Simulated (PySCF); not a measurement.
# C2H7N: the cost of one run

Computed with PySCF 2.14.0 and routines of our own; the level stands in each step. Atoms count from 0.

## 1. The system as given

10 atoms, charge 1, multiplicity 2; geometry from: GFN2-xTB.

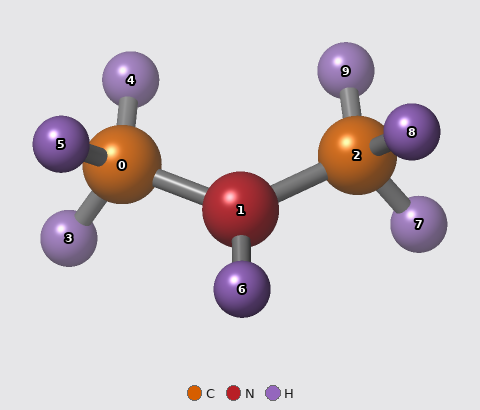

The starting geometry (carbon orange, nitrogen red, hydrogen purple).

## 2. Open-shell or spin-flip excitations: unrestricted TDA PBE0/def2-SVPD

Job settings and geometry (Å):

```
{"job": {"kind": "uabs", "xc": "PBE0", "basis": "def2-SVPD", "nstates": 10, "tda": true}, "charge": 1, "multiplicity": 2}
C      1.221649     0.224252     0.131104
N      0.042871    -0.303929    -0.399001
C     -1.243267    -0.053485     0.083448
H      1.916996    -0.579881     0.421528
H      1.025316     0.868609     0.987338
H      1.782794     0.783163    -0.635416
H      0.127484    -0.923240    -1.200728
H     -1.747697    -0.992373     0.364676
H     -1.887610     0.356185    -0.710905
H     -1.229654     0.625353     0.935427
```

Level: unrestricted TDA PBE0/def2-SVPD, vertical, gas phase, core orbitals frozen in the response.

On the command line:

```sh
$ OMP_NUM_THREADS=1 python excited_run.py task.json out
```

This one command runs all jobs of the session in turn.

Q: Estimate the wall time and peak memory of this first job on 1 thread of Arm Neoverse V1, shared host.

About 17 s, with a peak of 0.49 GiB.
